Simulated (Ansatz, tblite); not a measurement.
# The cluster Ti3Cl3: one state, many levels

How do method and basis change the picture of the cluster Ti3Cl3 (doublet)?

Program: Ansatz 0.2.0, Gaussian basis. Level of theory: as each input shows. These are calculated values, not measurements.

Levels to be run: GFN1-xTB, GFN2-xTB, PBE-D4/def2-TZVP, r2SCAN-D4/def2-TZVP, revPBE-D4/def2-TZVP, B97M-V/def2-TZVP, B3LYP-D4/def2-TZVP, PBE-D4/def2-SVP, PBE0-D4/def2-SVP, HF/STO-3G, MP2/def2-TZVP, RPA/def2-TZVP.

3 further runs of the same task are left out: 3 set aside as unsound or not needed. Runs told in other sessions of the task aren't counted.

## (1) The relaxed structure

The geometry is that of the doublet, from an earlier relaxation (PBE-D4/def2-SVP). At that level it is the lowest of the isomers that a small search found.

6 atoms, charge 0, spin multiplicity 2.

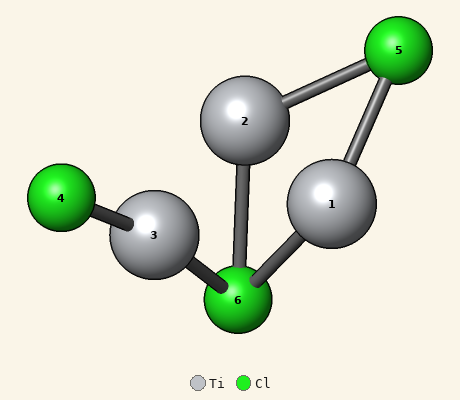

The geometry (titanium light grey, chlorine green); atoms are numbered from 1 in the order of the file.

No spin-orbit coupling is included.

PBE0-D4/def2-TZVP was run before; its log isn't repeated, and its numbers join the tables.

## (2) GFN1-xTB

Tight binding, by tblite at 300 K electronic temperature and without a spin-polarisation term:

```python
tblite.interface.Calculator('GFN1-xTB', numbers, positions, charge=0, uhf=1).singlepoint()
```

Energy -452.6731 eV; 0.013 s.

## (3) GFN2-xTB

Tight binding, by tblite at 300 K electronic temperature and without a spin-polarisation term:

```python
tblite.interface.Calculator('GFN2-xTB', numbers, positions, charge=0, uhf=1).singlepoint()
```

Energy -497.6998 eV; 0.015 s.

## (4) PBE-D4/def2-TZVP

start.molden holds the orbitals of an earlier run on this state, given as this run's starting guess.

File in.yaml:

```yaml
crystal:
  periodic: [false, false, false]
  atoms:
    - {symbol: Ti, position_ang: [0.602997, -0.577741, -1.080274]}
    - {symbol: Ti, position_ang: [-0.758858, -1.033125, 0.463398]}
    - {symbol: Ti, position_ang: [0.321643, 1.268440, 0.651173]}
    - {symbol: Cl, position_ang: [-0.669738, 3.259548, 0.378946]}
    - {symbol: Cl, position_ang: [-1.161082, -2.170337, -1.666276]}
    - {symbol: Cl, position_ang: [1.665038, -0.746775, 1.253043]}
basis:
  gaussian: {orbitals: def2-TZVP, initial_orbitals: start.molden}
magnetization: {spin_polarized: true, initial_magnetization: 1}
hamiltonian: {xc: pbe, dispersion: d4}
scf: {omitted_lower_state_checks: [starts]}
output: {forces: true, orbitals: {seedname: orbitals}}
```

Started as:

```console
$ ansatz run in.yaml --threads 4 --pin off --events-out ev --progress --plain --max-ram 4787MiB
```

Log:

```text
Functional definition: PBE
  name "PBE"
  cite "Perdew, Burke & Ernzerhof, Phys. Rev. Lett. 77, 3865 (1996) doi:10.1103/PhysRevLett.77.3865"
  parent pbe
  parameter kappa = 0.804
  parameter beta = 0.06672455060314922
  exchange = pbe_x(kappa = kappa, mu = beta*pi^2/3)
  correlation = pbe_c(beta = beta)
these checks for a lower state are left out or cut short: starts
2007 factors; their error is unknown
mean field evaluation 1: about -106884.4293 eV, gradient 1.2e1 eV
mean field evaluation 2: about -106884.9987 eV, gradient 1.2e0 eV
mean field evaluation 4: about -106885.2319 eV, gradient 2.5e-1 eV
mean field evaluation 8: about -106885.2275 eV, gradient 7.8e-3 eV
mean field evaluation 16: about -106885.2275 eV, gradient 1.9e-5 eV
mean field -106885.22749489 eV, -3927.9596610279 hartree, gradient 8.0e-6 eV, S^2 1.710929; 0 other end points of the search recorded, 0 dependent functions left out
the calculation of the forces begins
reference -106885.22754966 eV, -3927.9596630408 hartree; 59, 58 occupied and 187, 188 virtual orbitals, 2007 factors
Total energy: -106885.54389160 eV, -3927.9712883925 hartree
Atom 0 at     0.602997    -0.577741    -1.080274 Å, force     0.216815    -0.119547    -0.323096 eV/Å
Atom 1 at    -0.758858    -1.033125     0.463398 Å, force    -0.236923    -0.265225     0.189903 eV/Å
Atom 2 at     0.321643     1.268440     0.651173 Å, force     0.180597     0.058553     0.182095 eV/Å
Atom 3 at    -0.669738     3.259548     0.378946 Å, force    -0.035811     0.078626    -0.008663 eV/Å
Atom 4 at    -1.161082    -2.170337    -1.666276 Å, force     0.107481     0.118768     0.130361 eV/Å
Atom 5 at     1.665038    -0.746775     1.253043 Å, force    -0.232159     0.128826    -0.170600 eV/Å
Dipole moment:     0.421357    -0.664645     0.172882 e Å
Checks for a lower state left out: starts
```

It took 17 s on 4 threads of Arm Neoverse V1, shared host; peak memory 0.58 GiB.

HOMO -3.98 eV, LUMO -3.43 eV (over both spins); ⟨S²⟩ 1.711 (pure: 0.75). Doubts: spin contamination.

## (5) r2SCAN-D4/def2-TZVP

Changes to in.yaml since step 4:

```diff
@@ -12,4 +12,4 @@
 magnetization: {spin_polarized: true, initial_magnetization: 1}
-hamiltonian: {xc: pbe, dispersion: d4}
+hamiltonian: {xc: r2scan, dispersion: d4}
 scf: {omitted_lower_state_checks: [starts]}
-output: {forces: true, orbitals: {seedname: orbitals}}
+output: {orbitals: {seedname: orbitals}}
```

Launched as before.

Log, shortened:

```text
Functional definition: r2SCAN
  name "r2SCAN"
  cite "Furness, Kaplan, Ning, Perdew & Sun, J. Phys. Chem. Lett. 11, 8208 (2020) doi:10.1021/acs.jpclett.0c02405"
  cite "Furness, Kaplan, Ning, Perdew & Sun, J. Phys. Chem. Lett. 11, 9248 (2020) doi:10.1021/acs.jpclett.0c03077"
  parent r2scan
[...]
2007 factors; their error is unknown
[...]
mean field -106913.02732567 eV, -3928.9812859657 hartree, gradient 8.9e-6 eV, S^2 2.162098; 0 other end points of the search recorded, 0 dependent functions left out
reference -106913.02735493 eV, -3928.9812870409 hartree; 59, 58 occupied and 187, 188 virtual orbitals, 2007 factors
Total energy: -106913.09374654 eV, -3928.9837268878 hartree
Checks for a lower state left out: starts
```

Wall time 89 s (4 threads of Arm Neoverse V1, shared host); peak memory 1.2 GiB.

HOMO -4.18 eV, LUMO -3.09 eV (over both spins); ⟨S²⟩ 2.162 (pure: 0.75). Doubts: spin contamination.

## (6) revPBE-D4/def2-TZVP

Changes to in.yaml since step 5:

```diff
@@ -12,3 +12,3 @@
 magnetization: {spin_polarized: true, initial_magnetization: 1}
-hamiltonian: {xc: r2scan, dispersion: d4}
+hamiltonian: {xc: {name: revPBE}, dispersion: d4}
 scf: {omitted_lower_state_checks: [starts]}
```

Launched as before.

Log, shortened:

```text
Functional definition: revPBE
  name "revPBE"
  cite "Zhang & Yang, Phys. Rev. Lett. 80, 890 (1998) doi:10.1103/PhysRevLett.80.890"
  cite "Perdew, Burke & Ernzerhof, Phys. Rev. Lett. 77, 3865 (1996) doi:10.1103/PhysRevLett.77.3865"
[...]
2007 factors; their error is unknown
[...]
mean field -106903.33032487 eV, -3928.6249277592 hartree, gradient 1.7e-6 eV, S^2 1.749507; 0 other end points of the search recorded, 0 dependent functions left out
reference -106903.33039311 eV, -3928.6249302670 hartree; 59, 58 occupied and 187, 188 virtual orbitals, 2007 factors
Total energy: -106903.94281692 eV, -3928.6474364267 hartree
Checks for a lower state left out: starts
```

It took 23 s on 4 threads of Arm Neoverse V1, shared host; peak memory 0.55 GiB.

HOMO -3.90 eV, LUMO -3.31 eV (over both spins); ⟨S²⟩ 1.750 (pure: 0.75). Doubts: spin contamination.

## (7) B97M-V/def2-TZVP

Changes to in.yaml since step 6:

```diff
@@ -12,3 +12,3 @@
 magnetization: {spin_polarized: true, initial_magnetization: 1}
-hamiltonian: {xc: {name: revPBE}, dispersion: d4}
+hamiltonian: {xc: {name: B97M-V}}
 scf: {omitted_lower_state_checks: [starts]}
```

Same command.

Log, shortened:

```text
Functional definition: B97M-V
  name "B97M-V"
  cite "Mardirossian & Head-Gordon, J. Chem. Phys. 142, 074111 (2015) doi:10.1063/1.4907719"
  cite "Becke, J. Chem. Phys. 107, 8554 (1997) doi:10.1063/1.475007"
  cite "Vydrov & Van Voorhis, J. Chem. Phys. 133, 244103 (2010) doi:10.1063/1.3521275"
  # Of w^i u^j: cxij and so on, Table III.
[...]
  gx(w, u) = cx00 + cx01*u + cx02*u^2 + (cx10 + cx11*u)*w
  gss(w, u) = css00 + css02*u^2 + css10*w + (css32*w^3 + css42*w^4)*u^2
  gos(w, u) = cos00 + cos01*u + cos03*u^3 + cos10*w + cos32*w^3*u^2
[...]
      + integral(e_c_pw_mod_opposite_spin*gos(b97_w_opposite, b97_u_opposite)) + vv10(b, c)
[...]
2007 factors; their error is unknown
[...]
mean field -106890.33587563 eV, -3928.1473905574 hartree, gradient 3.9e-6 eV, S^2 1.985384; 0 other end points of the search recorded, 0 dependent functions left out
reference -106890.33595809 eV, -3928.1473935879 hartree; 59, 58 occupied and 187, 188 virtual orbitals, 2007 factors
Total energy: -106890.33595809 eV, -3928.1473935879 hartree
Checks for a lower state left out: starts
```

Run time: 2.8 min. Hardware: 4 threads of Arm Neoverse V1, shared host; peak memory 1.6 GiB.

From the report: HOMO -4.26 eV, LUMO -3.17 eV (over both spins); ⟨S²⟩ 1.985 (pure: 0.75). Doubts: spin contamination.

## (8) B3LYP-D4/def2-TZVP

Changes to in.yaml since step 7:

```diff
@@ -12,3 +12,3 @@
 magnetization: {spin_polarized: true, initial_magnetization: 1}
-hamiltonian: {xc: {name: B97M-V}}
+hamiltonian: {xc: {name: B3LYP}, dispersion: d4}
 scf: {omitted_lower_state_checks: [starts]}
```

Same command.

Log, shortened:

```text
Functional definition: B3LYP
  name "B3LYP"
  cite "Stephens, Devlin, Chabalowski & Frisch, J. Phys. Chem. 98, 11623 (1994) doi:10.1021/j100096a001"
  cite "Becke, Phys. Rev. A 38, 3098 (1988) doi:10.1103/PhysRevA.38.3098"
  cite "Lee, Yang & Parr, Phys. Rev. B 37, 785 (1988) doi:10.1103/PhysRevB.37.785"
  cite "Vosko, Wilk & Nusair, Can. J. Phys. 58, 1200 (1980) doi:10.1139/p80-159"
[...]
1833 factors; integrals over basis functions are off by at most 6.8e-4 eV
[...]
mean field -106919.31611272 eV, -3929.2123946270 hartree, gradient 2.3e-6 eV, S^2 2.111982; 0 other end points of the search recorded, 0 dependent functions left out
reference -106919.31639627 eV, -3929.2124050473 hartree; 59, 58 occupied and 187, 188 virtual orbitals, 1833 factors
Total energy: -106919.84225963 eV, -3929.2317301694 hartree
Checks for a lower state left out: starts
```

Run time: 48 s. Hardware: 4 threads of Arm Neoverse V1, shared host; peak memory 1.4 GiB.

HOMO -4.88 eV, LUMO -2.56 eV (over both spins); ⟨S²⟩ 2.112 (pure: 0.75). Doubts: spin contamination.

## (9) PBE-D4/def2-SVP

Changes to in.yaml since step 8:

```diff
@@ -10,5 +10,5 @@
 basis:
-  gaussian: {orbitals: def2-TZVP, initial_orbitals: start.molden}
+  gaussian: {orbitals: def2-SVP, initial_orbitals: start.molden}
 magnetization: {spin_polarized: true, initial_magnetization: 1}
-hamiltonian: {xc: {name: B3LYP}, dispersion: d4}
+hamiltonian: {xc: pbe, dispersion: d4}
 scf: {omitted_lower_state_checks: [starts]}
```

Same command.

Log:

```text
Functional definition: PBE
  name "PBE"
  cite "Perdew, Burke & Ernzerhof, Phys. Rev. Lett. 77, 3865 (1996) doi:10.1103/PhysRevLett.77.3865"
  parent pbe
  parameter kappa = 0.804
  parameter beta = 0.06672455060314922
  exchange = pbe_x(kappa = kappa, mu = beta*pi^2/3)
  correlation = pbe_c(beta = beta)
these checks for a lower state are left out or cut short: starts
1725 factors; their error is unknown
mean field evaluation 1: about -106862.0921 eV, gradient 8.6e0 eV
mean field evaluation 2: about -106862.8399 eV, gradient 1.2e0 eV
mean field evaluation 4: about -106863.0539 eV, gradient 2.2e-1 eV
mean field evaluation 8: about -106862.9932 eV, gradient 1.2e-2 eV
mean field evaluation 16: about -106862.9932 eV, gradient 2.4e-5 eV
mean field -106862.99322178 eV, -3927.1425665620 hartree, gradient 3.9e-6 eV, S^2 1.685030; 0 other end points of the search recorded, 0 dependent functions left out
reference -106862.99329742 eV, -3927.1425693417 hartree; 59, 58 occupied and 88, 89 virtual orbitals, 1725 factors
Total energy: -106863.30963935 eV, -3927.1541946934 hartree
Checks for a lower state left out: starts
```

Wall time 12 s (4 threads of Arm Neoverse V1, shared host).

Report: HOMO -3.59 eV, LUMO -2.99 eV (over both spins); ⟨S²⟩ 1.685 (pure: 0.75). Doubts: spin contamination.

## (10) PBE0-D4/def2-SVP

Changes to in.yaml since step 9:

```diff
@@ -12,3 +12,3 @@
 magnetization: {spin_polarized: true, initial_magnetization: 1}
-hamiltonian: {xc: pbe, dispersion: d4}
+hamiltonian: {xc: pbe0, dispersion: d4}
 scf: {omitted_lower_state_checks: [starts]}
```

The command is unchanged.

Log, shortened:

```text
Functional definition: PBE0
  name "PBE0"
  cite "Adamo & Barone, J. Chem. Phys. 110, 6158 (1999) doi:10.1063/1.478522"
  cite "Perdew, Burke & Ernzerhof, Phys. Rev. Lett. 77, 3865 (1996) doi:10.1103/PhysRevLett.77.3865"
  parent pbe
[...]
1524 factors; integrals over basis functions are off by at most 7.4e-4 eV
[...]
mean field -106866.22562055 eV, -3927.2613550260 hartree, gradient 9.3e-6 eV, S^2 2.583359; 0 other end points of the search recorded, 0 dependent functions left out
reference -106866.22567997 eV, -3927.2613572093 hartree; 59, 58 occupied and 88, 89 virtual orbitals, 1524 factors
Total energy: -106866.50063709 eV, -3927.2714616974 hartree
Checks for a lower state left out: starts
```

Run time: 23 s. Hardware: 4 threads of Arm Neoverse V1, shared host; peak memory 0.89 GiB.

Report: HOMO -4.73 eV, LUMO -1.97 eV (over both spins); ⟨S²⟩ 2.583 (pure: 0.75). Doubts: spin contamination.

## (11) HF/STO-3G

Changes to in.yaml since step 10:

```diff
@@ -10,5 +10,5 @@
 basis:
-  gaussian: {orbitals: def2-SVP, initial_orbitals: start.molden}
+  gaussian: {orbitals: STO-3G}
 magnetization: {spin_polarized: true, initial_magnetization: 1}
-hamiltonian: {xc: pbe0, dispersion: d4}
+hamiltonian: {xc: hf}
 scf: {omitted_lower_state_checks: [starts]}
```

The command is unchanged.

Log:

```text
Functional definition: HF
  name "HF"
  cite "Fock, Z. Phys. 61, 126 (1930) doi:10.1007/BF01340294"
  parent pbe
  exchange = exact_x
  correlation = 0
these checks for a lower state are left out or cut short: starts
1033 factors; integrals over basis functions are off by at most 1.0e-4 eV
mean field evaluation 1: about -105655.1633 eV, gradient 2.2e1 eV
mean field evaluation 2: about -105655.2486 eV, gradient 2.2e1 eV
mean field evaluation 4: about -105660.9605 eV, gradient 3.8e0 eV
mean field evaluation 8: about -105661.4944 eV, gradient 8.2e-1 eV
mean field evaluation 16: about -105662.5014 eV, gradient 6.9e-3 eV
mean field -105662.50137881 eV, -3883.0253050554 hartree, gradient 7.9e-6 eV, S^2 2.482047; 0 other end points of the search recorded, 0 dependent functions left out
reference -105662.50137881 eV, -3883.0253050554 hartree; 59, 58 occupied and 22, 23 virtual orbitals, 1033 factors
Total energy: -105662.50137881 eV, -3883.0253050554 hartree
Checks for a lower state left out: starts
```

It took 4.3 s on 4 threads of Arm Neoverse V1, shared host.

From the report: HOMO -4.37 eV, LUMO 4.47 eV (over both spins); ⟨S²⟩ 2.482 (pure: 0.75). Doubts: spin contamination.

## (12) MP2/def2-TZVP

Changes to in.yaml since step 11:

```diff
@@ -10,5 +10,5 @@
 basis:
-  gaussian: {orbitals: STO-3G}
+  gaussian: {orbitals: def2-TZVP, initial_orbitals: start.molden}
 magnetization: {spin_polarized: true, initial_magnetization: 1}
-hamiltonian: {xc: hf}
+correlation: {method: mp2}
 scf: {omitted_lower_state_checks: [starts]}
```

The command is unchanged.

Log, shortened:

```text
Functional definition: HF
  name "HF"
  cite "Fock, Z. Phys. 61, 126 (1930) doi:10.1007/BF01340294"
  parent pbe
[...]
1833 factors; integrals over basis functions are off by at most 6.8e-4 eV
[...]
mean field -106775.06553964 eV, -3923.9112838429 hartree, gradient 2.3e-6 eV, S^2 4.142156; 0 other end points of the search recorded, 0 dependent functions left out
30 core orbitals not correlated: weight in the atoms' cores, before any rotation towards them, 1.000 or more for the frozen orbitals, at most 0.000 for the correlated occupied ones
reference -106775.06553964 eV, -3923.9112838429 hartree; 29, 28 occupied and 187, 188 virtual orbitals, 1833 factors
second order -38.91612744 eV of doubles, -0.00000000 eV of singles
Total energy: -106813.98166708 eV, -3925.3414251479 hartree
Checks for a lower state left out: starts
```

Run time: 66 s. Hardware: 4 threads of Arm Neoverse V1, shared host; peak memory 1.5 GiB.

Report: Hartree-Fock HOMO -6.97 eV, LUMO 0.36 eV (over both spins); ⟨S²⟩ 4.142 (pure: 0.75). Doubts: spin contamination.

## (13) RPA/def2-TZVP

Changes to in.yaml since step 12:

```diff
@@ -12,4 +12,4 @@
 magnetization: {spin_polarized: true, initial_magnetization: 1}
-correlation: {method: mp2}
+hamiltonian: {xc: pbe}
+correlation: {method: rpa}
 scf: {omitted_lower_state_checks: [starts]}
-output: {orbitals: {seedname: orbitals}}
```

Same command.

Log, shortened:

```text
Functional definition: PBE
  name "PBE"
  cite "Perdew, Burke & Ernzerhof, Phys. Rev. Lett. 77, 3865 (1996) doi:10.1103/PhysRevLett.77.3865"
  parent pbe
[...]
1833 factors; integrals over basis functions are off by at most 6.8e-4 eV
[...]
mean field -106885.22746520 eV, -3927.9596599369 hartree, gradient 2.5e-6 eV, S^2 1.710933; 0 other end points of the search recorded, 0 dependent functions left out
30 core orbitals not correlated: weight in the atoms' cores, before any rotation towards them, 1.000 or more for the frozen orbitals, at most 0.000 for the correlated occupied ones
reference -106764.51232567 eV, -3923.5234603826 hartree; 29, 28 occupied and 187, 188 virtual orbitals, 1833 factors
Total energy: -106837.96845192 eV, -3926.2229232320 hartree
Checks for a lower state left out: starts
```

Wall time 25 s (4 threads of Arm Neoverse V1, shared host); peak memory 0.89 GiB.

⟨S²⟩ 1.711 (pure: 0.75). Doubts: spin contamination.

## (14) Comparison

```csv
level,functions,HOMO (eV),LUMO (eV),gap (eV),⟨S²⟩,time
HF/STO-3G,81,-4.37,4.47,8.83,2.482,4.3 s
PBE-D4/def2-SVP,147,-3.59,-2.99,0.60,1.685,12 s
PBE-D4/def2-TZVP,246,-3.98,-3.43,0.56,1.711,17 s
revPBE-D4/def2-TZVP,246,-3.90,-3.31,0.59,1.750,23 s
r2SCAN-D4/def2-TZVP,246,-4.18,-3.09,1.09,2.162,89 s
B97M-V/def2-TZVP,246,-4.26,-3.17,1.09,1.985,2.8 min
B3LYP-D4/def2-TZVP,246,-4.88,-2.56,2.32,2.112,48 s
PBE0-D4/def2-SVP,147,-4.73,-1.97,2.77,2.583,23 s
PBE0-D4/def2-TZVP,246,-5.02,-2.25,2.78,2.566,57 s
```

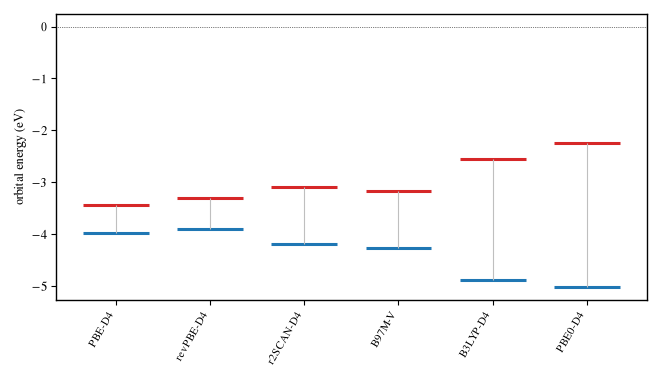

Highest filled (blue) and lowest empty (red) level in def2-TZVP, over both spins.

The pieces so far (eV):

```csv
basis,HF,MP2 correlation,total
def2-TZVP,-106775.0655,-38.9161,-106813.9817 (MP2)
```

## (15) Binding energy

Free atoms were run apart at each level; binding is atoms less cluster, divided by the number of atoms, without zero-point or spin-orbit terms.

```csv
level,binding an atom (eV)
HF/STO-3G†,3.207
HF/def2-TZVP†,1.347
PBE-D4/def2-SVP†,3.581
B97M-V/def2-TZVP†,3.125
B3LYP-D4/def2-TZVP†,2.856
PBE0-D4/def2-SVP†,2.983
PBE0-D4/def2-TZVP†,2.969
MP2/def2-TZVP†,2.441
```

† marks a level with a doubtful state (flagged, unstable or spin-contaminated).

## (16) What came out

| quantity | value |
| --- | --- |
| gap in def2-TZVP, named functionals, smallest and largest | 0.56 eV (PBE-D4), 2.78 eV (PBE0-D4) |
| correlation energy, MP2/def2-TZVP | -38.92 eV |
| binding an atom, functionals in def2-TZVP | 2.86 (B3LYP-D4) to 3.12 eV (B97M-V) |
| ⟨S²⟩ in def2-TZVP, named functionals, smallest and largest | 1.711, 2.566 |
| PBE0 total energy, smallest basis above largest | 21.90 eV (def2-SVP, def2-TZVP) |

In words: Orbital gaps of the named functionals in def2-TZVP span 0.56 eV (PBE-D4) to 2.78 eV (PBE0-D4); exact exchange widens it. Over the named functionals in def2-TZVP spin contamination reaches 1.82 (PBE0-D4), and every level is far from pure, so all describe a mixture with higher spin.

The slowest run with a step of its own, B97M-V/def2-TZVP, took 2.8 min; the quickest functional in def2-TZVP took 17 s (shared host).
